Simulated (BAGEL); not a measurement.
# SeCl2 (SMILES Cl[Se]Cl): CASPT2(20,12)/6-31G(d) (density fitting with cc-pvqz-jkfit, spherical functions)

Aim: the vertical singlet–triplet gap of SeCl2 at CASPT2(20,12)/6-31G* (density fitting with cc-pvqz-jkfit, spherical functions), from 2 runs. 

The results are computed with BAGEL 1.2.2.

1 further run of the same task is left out (set aside as unsound or not needed).

### 1 The system as given

The species is SeCl2 (3 atoms), meant as a singlet with charge 0. As SMILES, `Cl[Se]Cl`. The shape comes from GFN2-xTB, which is rough for such elements, and wasn't checked as a minimum.

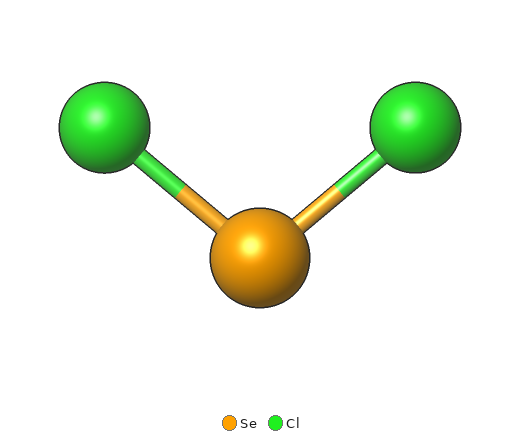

The structure, seen from a chosen angle (selenium orange, chlorine green).

### 2 The energy at CASPT2(20,12)/6-31G(d) (density fitting with cc-pvqz-jkfit, spherical functions)

The input, job.json:

```json
{ "bagel" : [

{
  "title" : "molecule",
  "basis" : "6-31gs.json",
  "df_basis" : "cc-pvqz-jkfit",
  "angstrom" : "true",
  "geometry" : [
    { "atom" : "Se", "xyz" : [       0.005070,      -0.006990,      -0.914770 ] },
    { "atom" : "Cl", "xyz" : [       1.633290,      -0.018680,       0.466420 ] },
    { "atom" : "Cl", "xyz" : [      -1.638360,       0.025670,       0.448350 ] }
  ]
},

{ "title" : "hf" },

{ "title" : "casscf", "nstate" : 1, "nact" : 12, "nclosed" : 24, "maxiter" : 200, "natocc" : "true" },

{ "title" : "print", "file" : "orbitals.molden", "orbitals" : "true" },

{ "title" : "smith", "method" : "caspt2", "ms" : "true", "xms" : "true", "sssr" : "true", "shift" : 0.0, "ncore" : 19 }

]}
```

The basis set 6-31G* is read from a file made from the Basis Set Exchange's data (not shown).

Started as:

```
$ BAGEL_NUM_THREADS=1 BAGEL job.json > job.out
```

What it wrote:

```text
* using 1 threads per process

  ===============================================================
  ===============================================================

  *** Geometry ***

  { "atom" : "Se", "xyz" : [      0.009581,     -0.013209,     -1.728665 ] },
  { "atom" : "Cl", "xyz" : [      3.086471,     -0.035300,      0.881406 ] },
  { "atom" : "Cl", "xyz" : [     -3.096052,      0.048509,      0.847259 ] },

  Number of auxiliary basis functions:      514

  Since a DF basis is specified, we compute 2- and 3-index integrals:
    o Being stored without compression. Storage requirement is 0.019 GB

  Number of basis functions:       68
  Number of electrons      :       68

    * METHOD: MOLECULE                             0.26

  *** RHF ***

  === Nuclear Repulsion ===
   333.2244786456

      * DIIS with orbital gradients will be used.

  === RHF iteration (6-31gs.json) ===
      0      -3318.44752561          0.00703374           0.10
      1      -3318.47737080          0.00394948           0.09
      2      -3318.48556251          0.00078653           0.09
      3      -3318.48616938          0.00029956           0.09
      4      -3318.48625941          0.00006287           0.09
      5      -3318.48626876          0.00001533           0.09
[... 5 lines of this table left out ...]
     11      -3318.48626932          0.00000001           0.09
     12      -3318.48626932          0.00000000           0.09
    * SCF iteration converged.

    * Permanent dipole moment:
           (   -0.003590,     0.004443,     0.580775) a.u.

    * METHOD: HF                                   1.37

  ---------------------------
      CASSCF calculation
  ---------------------------

    * nstate   :      1
    * nclosed  :     24
    * nact     :     12
    * nvirt    :     32
  === CASSCF iteration (6-31gs.json) ===

    * Using the second-order algorithm

      0  0     -3318.51242342     1.85e-03      0.16

      1  0     -3318.52785714     5.60e-04      0.57

      2  0     -3318.52839222     1.20e-04      0.55

[... 23 lines of this table left out ...]

     15  0     -3318.52847392     7.66e-09      0.52

    * Second-order optimization converged. *

     guess   0:   closed 1111111111..         open ............

  === FCI iteration ===

      0  0     -3318.48507679     3.33e-03      0.00
      1  0     -3318.52494010     1.01e-03      0.00
      2  0     -3318.52804725     3.82e-04      0.00
      3  0     -3318.52841602     1.37e-04      0.00
      4  0     -3318.52846750     4.18e-05      0.00
      5  0     -3318.52847295     1.62e-05      0.00
[... 10 lines of this table left out ...]
     16  0     -3318.52847392     1.79e-10      0.00
     17  0 *   -3318.52847392     5.94e-11      0.00

     * ci vector, state   0, <S^2> = 0.0000
       2222222222..    -0.9781603385
       222222222.2.     0.0795255782
       22222222.2.2     0.0679424735
       22222222baba    -0.0614283865
       22222222abab    -0.0614283865
       22222222abba    -0.0568396648
       22222222baab    -0.0568396648
       22222222.22.     0.0558652193
       222222222..2     0.0551248129

    * METHOD: CASSCF                               8.72

    * METHOD: PRINT                                0.01

  === SMITH program ===

    * freezing 19 orbitals

    * Approximate memory requirement for SMITH calulation per MPI process:
      o Storage requirement for T-amplitude, lambda, and residual is 0.01 GB
      o Storage requirement for MO integrals is 0.00 GB
    * Calculating and saving rdm4f

    * Zeroth order energy : state  0      -13.2843183836

    * CASPT2 iteration is performed using redundant basis

      ---- iteration ----

        0    -0.47071834     0.00518710      1.30
        1    -0.47167292     0.00037346      1.30
        2    -0.47168189     0.00003128      1.30
        3    -0.47168194     0.00000275      1.30
        4    -0.47168194     0.00000034      1.30

      -------------------

    * CASPT2 energy : state  0    -3319.0001558613
        reference weight              0.8775492909

    * METHOD: SMITH                               33.89

  ===============================================================
```

Wall time 44 s (1 thread of Arm Neoverse V2, shared host); peak memory 1.2 GiB.

### 3 The triplet

The input, calc.json:

```json
{ "bagel": [

{
  "title": "molecule",
  "basis": "6-31gs.json",
  "df_basis": "cc-pvqz-jkfit",
  "angstrom": true,
  "geometry": [
    { "atom": "Se", "xyz": [       0.005070,      -0.006990,      -0.914770 ] },
    { "atom": "Cl", "xyz": [       1.633290,      -0.018680,       0.466420 ] },
    { "atom": "Cl", "xyz": [      -1.638360,       0.025670,       0.448350 ] }
  ]
},

{ "title": "hf" },

{ "title": "casscf", "nstate": 1, "nact": 12, "nclosed": 24, "nspin": 2, "maxiter": 200, "natocc": true },

{ "title": "print", "file": "orbitals.molden", "orbitals": true },

{ "title": "smith", "method": "caspt2", "ms": true, "xms": true, "sssr": true, "shift": 0.0, "ncore": 19 }

]}
```

The basis set 6-31G* is read from a file made from the Basis Set Exchange's data (not shown).

Started as:

```
$ BAGEL_NUM_THREADS=1 BAGEL calc.json > calc.out
```

What it wrote:

```text
* using 1 threads per process

  ===============================================================
  ===============================================================

  *** Geometry ***

  { "atom" : "Se", "xyz" : [      0.009581,     -0.013209,     -1.728665 ] },
  { "atom" : "Cl", "xyz" : [      3.086471,     -0.035300,      0.881406 ] },
  { "atom" : "Cl", "xyz" : [     -3.096052,      0.048509,      0.847259 ] },

  Number of auxiliary basis functions:      514

  Since a DF basis is specified, we compute 2- and 3-index integrals:
    o Being stored without compression. Storage requirement is 0.019 GB

  Number of basis functions:       68
  Number of electrons      :       68

    * METHOD: MOLECULE                             0.26

  *** RHF ***

  === Nuclear Repulsion ===
   333.2244786456

      * DIIS with orbital gradients will be used.

  === RHF iteration (6-31gs.json) ===
      0      -3318.44752561          0.00703374           0.09
      1      -3318.47737080          0.00394948           0.09
      2      -3318.48556251          0.00078653           0.09
      3      -3318.48616938          0.00029956           0.09
      4      -3318.48625941          0.00006287           0.09
      5      -3318.48626876          0.00001533           0.09
[... 5 lines of this table left out ...]
     11      -3318.48626932          0.00000001           0.09
     12      -3318.48626932          0.00000000           0.09
    * SCF iteration converged.

    * Permanent dipole moment:
           (   -0.003590,     0.004443,     0.580775) a.u.

    * METHOD: HF                                   1.37

  ---------------------------
      CASSCF calculation
  ---------------------------

    * nstate   :      1
    * nclosed  :     24
    * nact     :     12
    * nvirt    :     32
  === CASSCF iteration (6-31gs.json) ===

    * Using the second-order algorithm

      0  0     -3318.40304338     5.88e-03      0.14

      1  0     -3318.42585749     6.04e-04      0.54

      2  0     -3318.42667754     1.43e-04      0.53

[... 149 lines of this table left out ...]

     78  0     -3318.42672745     9.43e-09      0.45

    * Second-order optimization converged. *

     guess   0:   closed 111111111...         open .........11.

  === FCI iteration ===

      0  0     -3318.38755188     3.72e-03      0.00
      1  0     -3318.42037532     1.54e-03      0.00
      2  0     -3318.42578274     6.22e-04      0.00
      3  0     -3318.42653556     2.59e-04      0.00
      4  0     -3318.42669000     1.06e-04      0.00
      5  0     -3318.42672139     4.75e-05      0.00
[... 12 lines of this table left out ...]
     18  0     -3318.42672745     4.28e-10      0.00
     19  0     -3318.42672745     1.71e-10      0.00
    ** throwing out 1 trial vectors **
     20  0 *   -3318.42672745     6.40e-11      0.00

     * ci vector, state   0, <S^2> = 2.0000
       222222222aa.     0.9730706201
       222222a222.a     0.0840876549
       22222222.aa2    -0.0695204182
       2222222a2a.2     0.0651125749
       2222222.2aa2    -0.0609948128
       22222a2a222.    -0.0565492492
       22222a22a2ab    -0.0541552150
       22222222aaba     0.0511101983
       2222222aba2a    -0.0506814337

    * METHOD: CASSCF                              39.69

    * METHOD: PRINT                                0.01

  === SMITH program ===

    * freezing 19 orbitals

    * Approximate memory requirement for SMITH calulation per MPI process:
      o Storage requirement for T-amplitude, lambda, and residual is 0.01 GB
      o Storage requirement for MO integrals is 0.00 GB
    * Calculating and saving rdm4f

    * Zeroth order energy : state  0      -12.7681353975

    * CASPT2 iteration is performed using redundant basis

      ---- iteration ----

        0    -0.48884496     0.00413488      1.33
        1    -0.48955331     0.00028164      1.31
        2    -0.48955942     0.00002404      1.31
        3    -0.48955945     0.00000186      1.34
        4    -0.48955945     0.00000021      1.31

      -------------------

    * CASPT2 energy : state  0    -3318.9162869052
        reference weight              0.8649273814

    * METHOD: SMITH                               33.34

  ===============================================================
```

Wall time 75 s (1 thread of Arm Neoverse V2, shared host); peak memory 0.83 GiB.

### 4 Summary of results

Level: CASPT2(20,12)/6-31G* (density fitting with cc-pvqz-jkfit, spherical functions), 19 core orbitals frozen.

| quantity | value |
| --- | --- |
| singlet: total energy | -3319.00016 Eh |
| triplet: total energy | -3318.91629 Eh |
| vertical energy of the triplet above the singlet | 2.282 eV |

At this shape the triplet lies 2.28 eV (53 kcal/mol) above the singlet.
